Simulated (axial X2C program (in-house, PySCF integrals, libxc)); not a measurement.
# All-electron X2C curves of ISe in a model world with the speed of light multiplied by 0.8

Aim: find the lowest determinant of ISe, scan the bond at several levels and fit the constants, once spin-free and once with spin–orbit coupling.

Computed with an in-house X2C program for linear molecules on PySCF integrals. Level: all-electron X2C, I dyall-v3z, Se dyall-v3z.

All values are calculated.

**1. Input**

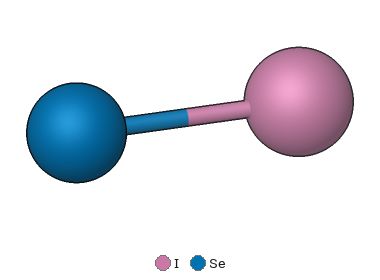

The two atoms at 2.490 Å (iodine pink, selenium blue).

Input file task.json:

```json
{"zs": [53, 34], "q": 0, "bas": ["dyall-v3z", "dyall-v3z"], "levels": ["PBE0", "HF", "BHandHLYP", "PBE50"], "cc": false, "r0": 2.49, "npts": 10, "nst": 2, "ntry": 6, "opt": {"cfac": 0.8}}
```

Keys: zs atomic numbers; q charge; bas basis sets; levels methods (HF also brings MP2); cc coupled cluster on or off; r0 starting distance in Å; npts points asked for on the curve; nst determinants followed; ntry starts of the search; cfac factor on the speed of light (100 gives the non-relativistic limit).

The run is started by

```console
> python so2c.py task.json out
```

Spin-free means the one-electron spin-free X2C Hamiltonian; two-component (2c) means X2C with spin–orbit coupling and atomic mean-field two-electron Coulomb and Gaunt terms; the speed of light was multiplied by 0.8, so these are model numbers, not those of the real molecule. Basis: I dyall-v3z contracted to [11s12p8d1f], Se dyall-v3z contracted to [9s9p6d1f]; Gaussian nuclei, density fitting. Masses: I 126.904 u, Se 79.917 u.

Notation: σ, π±, δ± give the projection m of an orbital's angular momentum (0, ±1, ±2), α and β its spin, Λ and M_S the sums; ω is the projection of a spinor's total angular momentum and Ω the sum. Logs are in hartree.

The results follow Hamiltonian by Hamiltonian and level by level.

**2. Search for the lowest determinant**

Determinants are compared with PBE0 at 2.490 Å.

Spin-free determinants:

```csv
ΔE (eV),state,open shells
0.00,"M_S = 1/2, Λ = 1","beyond closed shells: π+α, π+β, π-α"
1.55,"M_S = 3/2, Λ = 0","beyond closed shells: σα, π+α, π-α"
1.98,"M_S = 1/2, Λ = 0","beyond closed shells: σβ, π+α, π-α"
2.46,"M_S = 1/2, Λ = 2","beyond closed shells: σα, π+α, π+β"
2.46,"M_S = 1/2, Λ = 0","beyond closed shells: σα, π+β, π-α"
```

Two-component determinants:

| ΔE (eV) | state | open shells |
| --- | --- | --- |
| 0.00 | Ω = 3/2 | excess of +ω over −ω: ω = 3/2 |
| 0.49 | Ω = 1/2 | excess of +ω over −ω: ω = 1/2 |
| 2.14 | Ω = 1/2 | excess of +ω over −ω: ω = 1/2 |
| 2.20 | Ω = 1/2 | excess of +ω over −ω: 2 × ω = -1/2, ω = 3/2 |
| 2.64 | Ω = 5/2 | excess of +ω over −ω: 2 × ω = 1/2, ω = 3/2 |
| 3.35 | Ω = 7/2 | excess of +ω over −ω: ω = 1/2, 2 × ω = 3/2 |
| 3.74 | Ω = 5/2 | excess of +ω over −ω: ω = -1/2, 2 × ω = 3/2 |

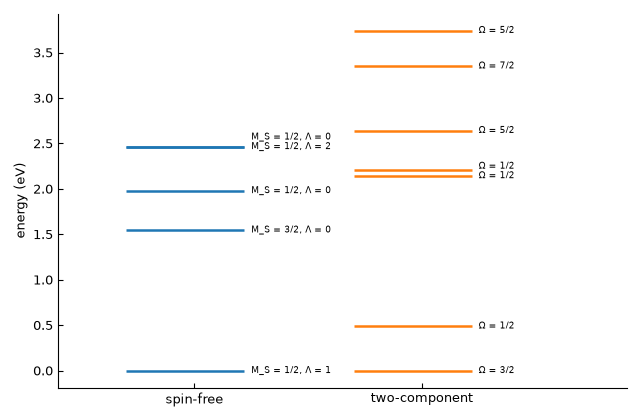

The determinants found, each set from its own lowest.

**3. PBE0, spin-free**

State followed: M_S = 1/2, Λ = 1 (beyond closed shells: π+α, π+β, π-α). The scan is laid around 2.458 Å, a first estimate of the minimum, and this SCF restarts from the orbitals of the search.

Output at 2.458 Å:

```text
spin-free X2C-1e  PBE0
basis functions 167  fitting functions 1010  grid points 5800
iter        total energy     max residual
   1      -9684.457946144     6.80e-01
   2      -9684.583776043     2.80e-03
   3      -9684.583768828     2.51e-03
   4      -9684.583911191     6.64e-04
   5      -9684.583919982     3.26e-04
   6      -9684.583923388     8.09e-05
   7      -9684.583923598     2.36e-05
   8      -9684.583923612     1.44e-05
   9      -9684.583923620     2.07e-06
  10      -9684.583923620     9.21e-07
converged
one-electron -14081.14632122  Coulomb 4285.08492551  exact exchange -68.00836876  xc functional -208.46262705  nuclear repulsion 387.94846789
```

Along the bond, energies from the lowest point:

```tsv
R (Å)	E (eV)	μ (D)	HOMO (eV)	LUMO (eV)	iterations
2.139	1.0148	-0.98	-5.91	-4.01	11
2.237	0.3963	-0.85	-6.10	-4.17	11
2.311	0.1439	-0.73	-6.23	-4.28	11
2.384	0.0229	-0.60	-6.35	-4.38	11
2.458	0.0000	-0.46	-6.47	-4.48	10
2.544	0.0629	-0.28	-6.59	-4.58	11
2.630	0.1931	-0.10	-6.71	-4.67	11
2.741	0.4228	0.12	-6.85	-4.76	12
2.876	0.7533	0.37	-6.99	-4.85	12
3.072	1.2488	0.66	-7.13	-4.96	13
```

Dipoles are positive if Se is the positive end.

Outer orbitals at the reference distance:

```
symmetry  occupied  ε (eV)            atomic character
      σα       yes  -22.00  54% I s, 37% Se s, 4% Se p
      σβ       yes  -21.63  63% I s, 27% Se s, 5% Se p
      σα       yes  -19.06   52% Se s, 36% I s, 6% I p
      σβ       yes  -18.31   60% Se s, 27% I s, 8% I p
      σα       yes  -10.41  48% I p, 43% Se p, 4% Se s
      σβ       yes  -10.21  49% I p, 41% Se p, 5% Se s
     π+α       yes   -9.25           58% I p, 40% Se p
     π-α       yes   -9.25           58% I p, 40% Se p
     π+β       yes   -8.90           70% I p, 28% Se p
     π-β       yes   -8.55           79% I p, 18% Se p
     π-α       yes   -7.13           57% Se p, 40% I p
     π+α       yes   -7.13           57% Se p, 40% I p
     π+β       yes   -6.47   69% Se p, 28% I p, 2% I d
     π-β        no   -4.48   78% Se p, 18% I p, 3% I d
      σα        no   -2.71  40% Se p, 35% I p, 11% I d
      σβ        no   -2.48  41% Se p, 33% I p, 11% I d
      σα        no    2.65  57% I s, 24% Se s, 10% I d
```

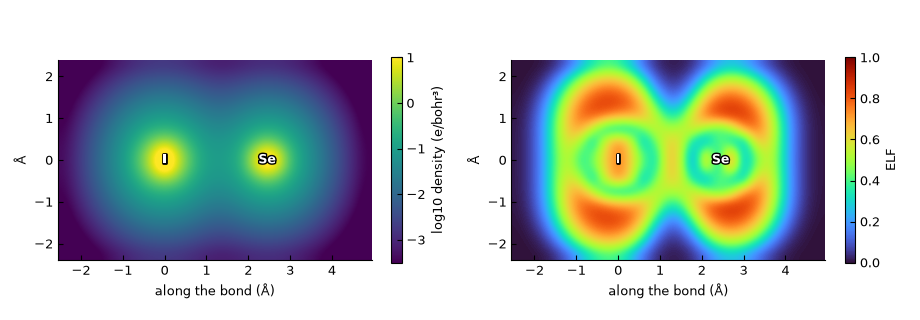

PBE0 fields in a plane through the axis, from a grid of 0.3 Å; I lies at z = 0 and Se at z = 2.458 Å; the ELF is damped to zero where the density is low.

Re = 2.441 Å, ωe = 280.0 cm⁻¹, ωexe = 0.637 cm⁻¹, Be = 0.05769 cm⁻¹, De = 2.25 eV, μ = -0.49 D.

**4. HF, spin-free**

The SCF at the reference distance of 2.458 Å:

```text
spin-free X2C-1e  HF
basis functions 167  fitting functions 1010  grid points 5800
iter        total energy     max residual
   1      -9680.146402847     2.82e-01
   2      -9680.181174078     8.09e-03
   3      -9680.182965847     4.33e-03
   4      -9680.183482931     3.17e-03
   5      -9680.183770105     2.32e-03
   6      -9680.183982738     1.17e-03
   7      -9680.184019717     3.30e-04
   8      -9680.184028114     1.93e-04
   9      -9680.184030476     1.22e-04
  10      -9680.184032215     7.26e-05
  11      -9680.184033385     3.74e-05
  12      -9680.184033719     1.01e-05
  13      -9680.184033738     3.64e-06
  14      -9680.184033739     1.10e-06
converged
one-electron -14080.12043929  Coulomb 4284.16415290  exact exchange -272.17621524  xc functional 0.00000000  nuclear repulsion 387.94846789
```

No constants are quoted: the points don't follow one smooth fit.

**5. BHandHLYP, spin-free**

The SCF at the reference distance of 2.458 Å:

```text
spin-free X2C-1e  BHandHLYP
basis functions 167  fitting functions 1010  grid points 5800
iter        total energy     max residual
   1      -9685.096769878     1.06e-01
   2      -9685.099647821     3.16e-03
   3      -9685.099784576     3.03e-03
   4      -9685.099854164     5.42e-04
   5      -9685.099873953     5.25e-04
   6      -9685.099881139     2.06e-04
   7      -9685.099885528     7.49e-05
   8      -9685.099885737     1.71e-05
   9      -9685.099885755     8.73e-06
  10      -9685.099885759     3.35e-06
  11      -9685.099885761     1.11e-06
converged
one-electron -14081.27483286  Coulomb 4285.25445874  exact exchange -136.04580680  xc functional -140.98217273  nuclear repulsion 387.94846789
```

Re = 2.456 Å, ωe = 273.0 cm⁻¹, ωexe = 0.597 cm⁻¹, Be = 0.057 cm⁻¹, De = 1.85 eV, μ = -0.20 D.

**6. PBE50, spin-free**

The SCF at the reference distance of 2.458 Å:

```text
spin-free X2C-1e  PBE50
basis functions 167  fitting functions 1010  grid points 5800
iter        total energy     max residual
   1      -9684.601475997     9.34e-02
   2      -9684.606049424     3.46e-03
   3      -9684.606208973     3.24e-03
   4      -9684.606291448     5.49e-04
   5      -9684.606313815     5.96e-04
   6      -9684.606321214     2.43e-04
   7      -9684.606327421     1.01e-04
   8      -9684.606327684     3.45e-05
   9      -9684.606327731     1.01e-05
  10      -9684.606327738     5.65e-06
  11      -9684.606327741     2.69e-06
  12      -9684.606327741     5.52e-07
converged
one-electron -14081.58506539  Coulomb 4285.57726781  exact exchange -136.05441737  xc functional -140.49258068  nuclear repulsion 387.94846789
```

Re = 2.424 Å, ωe = 288.0 cm⁻¹, ωexe = 0.594 cm⁻¹, Be = 0.05852 cm⁻¹, De = 2.00 eV, μ = -0.27 D.

**7. MP2, spin-free**

Correlated methods: 13 electrons correlated (frozen shells, counted by type: I 4 s, 3 p, 2 d; Se 3 s, 2 p, 1 d), 173 virtual spinors in MP2.

MP2: No constants are quoted: the reference is strongly spin-contaminated.

**8. A higher determinant, spin-free**

State: M_S = 3/2, Λ = 0 (beyond closed shells: σα, π+α, π-α).

Output at the reference distance:

```text
spin-free X2C-1e  PBE0
basis functions 167  fitting functions 1010  grid points 5800
iter        total energy     max residual
   1      -9684.378968765     9.23e-01
   2      -9684.522819403     3.60e-03
   3      -9684.522771981     3.21e-03
   4      -9684.522982840     1.06e-03
   5      -9684.523011099     4.47e-04
   6      -9684.523018363     1.02e-04
   7      -9684.523018715     2.26e-05
   8      -9684.523018724     1.65e-05
   9      -9684.523018733     3.04e-06
  10      -9684.523018734     8.78e-07
converged
one-electron -14081.31126864  Coulomb 4285.34106872  exact exchange -68.01641165  xc functional -208.48487506  nuclear repulsion 387.94846789
```

```tsv
R (Å)	E above the lowest PBE0 point (eV)
2.139	3.933
2.237	2.907
2.311	2.356
2.384	1.949
2.458	1.657
2.544	1.430
2.630	1.296
2.741	1.226
2.876	1.244
```

No constants are quoted: too few points lie around the minimum for a second fit to confirm the first.

**9. The spin-free curves together**

Energy (eV) of the followed determinant, spin-free, from each level's lowest point:

```tsv
R (Å)	PBE0	HF	MP2 (spin-contaminated)	BHandHLYP	PBE50
2.139	1.015	1.204	1.083	1.086	0.923
2.237	0.396	0.519	0.437	0.444	0.335
2.311	0.144	0.221	0.169	0.175	0.104
2.384	0.023	0.059	0.035	0.038	0.004
2.458	0.000	0.000	0.000	0.000	0.000
2.544	0.063	0.026	0.055	0.046	0.083
2.630	0.193	0.118	0.215	0.161	0.233
2.741	0.423	0.258	0.591	0.374	0.485
2.876	0.753	0.390	1.009	0.685	0.837
3.072	1.249	0.509	1.400	1.110	1.293
```

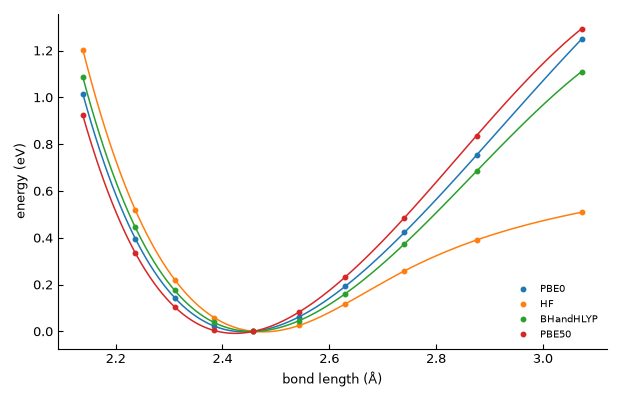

Curves of the followed state, spin-free, each from its own lowest point. Left out: MP2.

**10. PBE0, 2c**

State followed: Ω = 3/2 (excess of +ω over −ω: ω = 3/2). The scan is laid around 2.458 Å, a first estimate of the minimum, and this SCF restarts from the orbitals of the search.

The SCF at the reference distance of 2.458 Å:

```text
two-component X2C + atomic mean field  PBE0
basis functions 167  fitting functions 1010  grid points 5800
iter        total energy     max residual
   1      -9679.939292122     6.84e-01
   2      -9680.066132583     2.77e-03
   3      -9680.066118613     2.56e-03
   4      -9680.066267171     7.23e-04
   5      -9680.066277923     3.46e-04
   6      -9680.066281905     8.38e-05
   7      -9680.066282146     2.63e-05
   8      -9680.066282166     1.66e-05
   9      -9680.066282177     2.45e-06
  10      -9680.066282178     1.07e-06
converged
one-electron -14065.75178687  Coulomb 4282.37083697  exact exchange -67.95768803  xc functional -208.32601664  nuclear repulsion 387.94846789  atomic mean-field constant -8.35009549
```

Along the bond, energies from the lowest point:

```tsv
R (Å)	E (eV)	μ (D)	HOMO (eV)	LUMO (eV)	iterations
2.139	1.0437	-1.23	-6.13	-3.66	11
2.237	0.4169	-1.13	-6.31	-3.83	11
2.311	0.1582	-1.03	-6.43	-3.95	11
2.384	0.0304	-0.92	-6.54	-4.05	11
2.458	0.0000	-0.79	-6.64	-4.15	10
2.544	0.0528	-0.64	-6.75	-4.25	11
2.630	0.1711	-0.48	-6.85	-4.34	12
2.741	0.3821	-0.29	-6.96	-4.43	13
2.876	0.6837	-0.09	-7.05	-4.51	14
3.072	1.1227	0.09	-7.12	-4.74	15
```

Dipoles are positive if Se is the positive end.

Outer spinors at the reference distance:

| ω | occupied | ε (eV) | atomic character | λ mixture |
| --- | --- | --- | --- | --- |
| 1/2 | yes | -21.95 | 57% I s, 33% Se s, 4% Se p | 100% σ |
| -1/2 | yes | -21.61 | 64% I s, 25% Se s, 5% Se p | 100% σ |
| 1/2 | yes | -18.98 | 55% Se s, 33% I s, 7% I p | 100% σ |
| -1/2 | yes | -18.23 | 61% Se s, 26% I s, 8% I p | 100% σ |
| 1/2 | yes | -10.64 | 59% I p, 33% Se p, 4% Se s | 84% σ, 16% π |
| -1/2 | yes | -10.52 | 64% I p, 28% Se p, 4% Se s | 74% σ, 26% π |
| -1/2 | yes | -9.49 | 54% I p, 43% Se p | 76% π, 24% σ |
| 1/2 | yes | -9.25 | 66% I p, 31% Se p | 85% π, 15% σ |
| 3/2 | yes | -8.85 | 56% I p, 42% Se p | 100% π |
| -3/2 | yes | -8.11 | 76% I p, 22% Se p | 100% π |
| -1/2 | yes | -7.31 | 68% Se p, 29% I p, 2% I d | 96% π, 4% σ |
| 3/2 | yes | -6.69 | 55% Se p, 42% I p | 100% π |
| 1/2 | yes | -6.64 | 76% Se p, 21% I p, 2% I d | 98% π, 2% σ |
| -3/2 | no | -4.15 | 74% Se p, 22% I p, 3% I d | 100% π |
| 1/2 | no | -2.62 | 40% Se p, 36% I p, 11% I d | 98% σ, 2% π |
| -1/2 | no | -2.40 | 41% Se p, 34% I p, 12% I d | 99% σ, 1% π |
| 1/2 | no | 2.63 | 58% I s, 23% Se s, 10% I d | 100% σ |

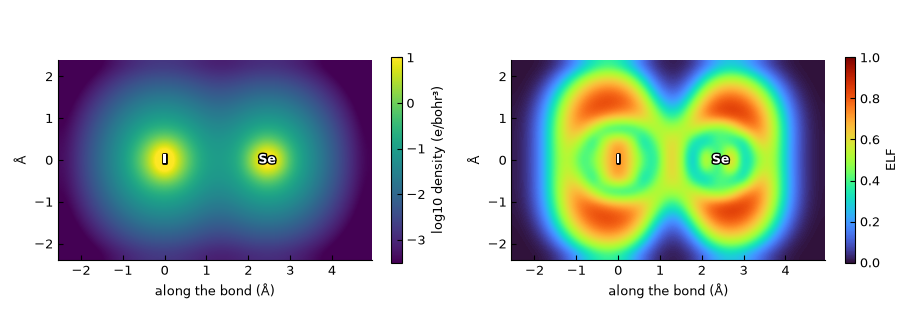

PBE0 fields in a plane through the axis, from a grid of 0.3 Å; I lies at z = 0 and Se at z = 2.458 Å; the ELF is damped to zero where the density is low.

Re = 2.449 Å, ωe = 273.7 cm⁻¹, ωexe = 0.706 cm⁻¹, Be = 0.05733 cm⁻¹, De = 1.97 eV, μ = -0.81 D.

**11. HF, 2c**

The SCF at the reference distance of 2.458 Å:

```text
two-component X2C + atomic mean field  HF
basis functions 167  fitting functions 1010  grid points 5800
iter        total energy     max residual
   1      -9675.613329625     2.83e-01
   2      -9675.647865163     7.95e-03
   3      -9675.649659877     4.17e-03
   4      -9675.650225407     3.23e-03
   5      -9675.650567777     2.52e-03
   6      -9675.650870065     1.45e-03
   7      -9675.650938329     4.69e-04
   8      -9675.650956384     2.33e-04
   9      -9675.650961467     1.49e-04
  10      -9675.650965196     9.67e-05
  11      -9675.650968648     5.75e-05
  12      -9675.650970450     3.93e-05
  13      -9675.650970735     2.53e-05
  14      -9675.650970785     1.54e-05
  15      -9675.650970804     5.87e-06
  16      -9675.650970809     4.02e-06
  17      -9675.650970810     2.34e-06
converged
one-electron -14064.70911286  Coulomb 4281.43250849  exact exchange -271.97273884  xc functional 0.00000000  nuclear repulsion 387.94846789  atomic mean-field constant -8.35009549
```

No constants are quoted: the points don't follow one smooth fit.

**12. BHandHLYP, 2c**

Output at 2.458 Å:

```text
two-component X2C + atomic mean field  BHandHLYP
basis functions 167  fitting functions 1010  grid points 5800
iter        total energy     max residual
   1      -9680.575012295     1.06e-01
   2      -9680.577853696     3.16e-03
   3      -9680.577983999     3.02e-03
   4      -9680.578051416     5.39e-04
   5      -9680.578072443     5.27e-04
   6      -9680.578081224     2.30e-04
   7      -9680.578086891     9.34e-05
   8      -9680.578087330     1.96e-05
   9      -9680.578087374     1.01e-05
  10      -9680.578087386     4.96e-06
  11      -9680.578087391     1.58e-06
  12      -9680.578087392     8.82e-07
converged
one-electron -14065.86815267  Coulomb 4282.52748843  exact exchange -135.94398788  xc functional -140.89180767  nuclear repulsion 387.94846789  atomic mean-field constant -8.35009549
```

Re = 2.463 Å, ωe = 265.8 cm⁻¹, ωexe = 0.671 cm⁻¹, Be = 0.05665 cm⁻¹, De = 1.43 eV, μ = -0.51 D.

**13. PBE50, 2c**

Output at 2.458 Å:

```text
two-component X2C + atomic mean field  PBE50
basis functions 167  fitting functions 1010  grid points 5800
iter        total energy     max residual
   1      -9680.078305541     9.72e-02
   2      -9680.082830714     3.47e-03
   3      -9680.082984535     3.23e-03
   4      -9680.083066113     5.49e-04
   5      -9680.083090142     6.20e-04
   6      -9680.083098866     2.54e-04
   7      -9680.083107312     1.22e-04
   8      -9680.083107831     4.13e-05
   9      -9680.083107928     1.18e-05
  10      -9680.083107946     6.63e-06
  11      -9680.083107952     3.30e-06
  12      -9680.083107953     1.14e-06
converged
one-electron -14066.17763679  Coulomb 4282.84942174  exact exchange -135.95253421  xc functional -140.40073108  nuclear repulsion 387.94846789  atomic mean-field constant -8.35009549
```

Re = 2.429 Å, ωe = 282.1 cm⁻¹, ωexe = 0.65 cm⁻¹, Be = 0.05827 cm⁻¹, De = 1.70 eV, μ = -0.58 D.

**14. MP2, 2c**

Correlated methods: 13 electrons correlated (frozen shells, counted by type: I 4 s, 3 p, 2 d; Se 3 s, 2 p, 1 d), 173 virtual spinors in MP2.

MP2: No constants are quoted: the reference is strongly spin-contaminated.

**15. A higher determinant, 2c**

State: Ω = 1/2 (excess of +ω over −ω: ω = 1/2).

Output at the reference distance:

```text
two-component X2C + atomic mean field  PBE0
basis functions 167  fitting functions 1010  grid points 5800
iter        total energy     max residual
   1      -9679.920758440     6.87e-01
   2      -9680.047831967     2.79e-03
   3      -9680.047856219     2.35e-03
   4      -9680.047965023     5.13e-04
   5      -9680.047969710     3.05e-04
   6      -9680.047972621     7.37e-05
   7      -9680.047972799     2.35e-05
   8      -9680.047972813     1.28e-05
   9      -9680.047972819     1.76e-06
  10      -9680.047972819     9.63e-07
converged
one-electron -14065.58113161  Coulomb 4282.21739113  exact exchange -67.95857921  xc functional -208.32402552  nuclear repulsion 387.94846789  atomic mean-field constant -8.35009549
```

```tsv
R (Å)	E above the lowest PBE0 point (eV)
2.139	1.616
2.237	0.969
2.311	0.693
2.384	0.547
2.458	0.498
2.544	0.529
2.630	0.626
2.741	0.811
2.876	1.084
```

Re = 2.469 Å, ωe = 261.9 cm⁻¹, ωexe = 0.696 cm⁻¹, Be = 0.05641 cm⁻¹, μ = -0.47 D. Te = 0.50 eV.

**16. The 2c curves together**

Energy (eV) of the followed determinant, 2c, from each level's lowest point:

```tsv
R (Å)	PBE0	HF	MP2 (spin-contaminated)	BHandHLYP	PBE50
2.139	1.044	1.215	1.088	1.109	0.942
2.237	0.417	0.530	0.439	0.461	0.349
2.311	0.158	0.231	0.171	0.187	0.115
2.384	0.030	0.066	0.036	0.044	0.009
2.458	0.000	0.000	0.000	0.000	0.000
2.544	0.053	0.013	0.060	0.037	0.075
2.630	0.171	0.079	0.260	0.140	0.213
2.741	0.382	0.161	0.617	0.332	0.446
2.876	0.684	0.218	0.947	0.605	0.760
3.072	1.123	0.247	1.227	0.932	1.127
```

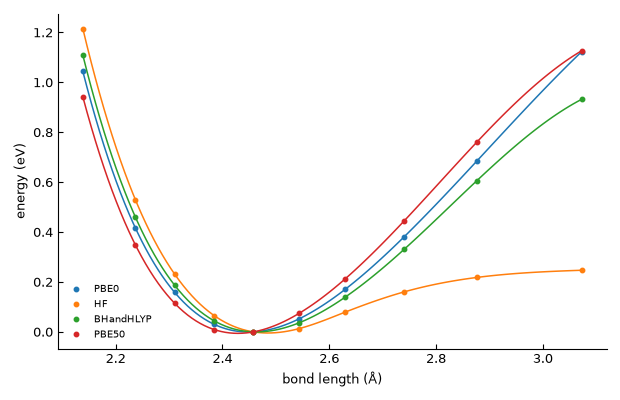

Curves of the followed state, 2c, each from its own lowest point. Left out: MP2.

Time for the job: 2.5 min (1 thread, shared host).

**17. Results**

Lowest determinant that the search found at its distance, spin-free: M_S = 1/2, Λ = 1 (beyond closed shells: π+α, π+β, π-α).

Lowest determinant that the search found at its distance, 2c: Ω = 3/2 (excess of +ω over −ω: ω = 3/2).

```tsv
Hamiltonian	level	Re (Å)	ωe (cm⁻¹)	De (eV)	μ (D)
spin-free	PBE0	2.441	280.0	2.25	-0.49
spin-free	BHandHLYP	2.456	273.0	1.85	-0.20
spin-free	PBE50	2.424	288.0	2.00	-0.27
2c	PBE0	2.449	273.7	1.97	-0.81
2c	BHandHLYP	2.463	265.8	1.43	-0.51
2c	PBE50	2.429	282.1	1.70	-0.58
```

Dipoles are positive if Se is the positive end. No constants: spin-free HF (the points don't follow one smooth fit); spin-free MP2 (the reference is strongly spin-contaminated); 2c HF (the points don't follow one smooth fit); 2c MP2 (the reference is strongly spin-contaminated).

Time per point (s) on 1 thread, shared host (2c runs); the times are rough: PBE0 1.3, BHandHLYP 1.4, PBE50 1.4.

What this shows: At PBE0, going from spin-free to two-component changes Re by +8 mÅ, ωe by -2.3 %, which is small (part of it comes from the scalar share of the two-electron terms). It costs about 1.5 times the time. De moves by -0.28 eV; both De rest on single-determinant atoms, which can miss part of an open shell's spin–orbit lowering.

De refers to I + Se, each in the lowest determinant found, which need not be this curve's own limit. The state is a single determinant with fixed occupations, the lowest that a limited PBE0 search found. De is counted from the lowest determinant-based energies of the atoms at the same level, without counterpoise correction. Density functionals use the spin component along the axis (collinear). These are model numbers, with the speed of light changed.
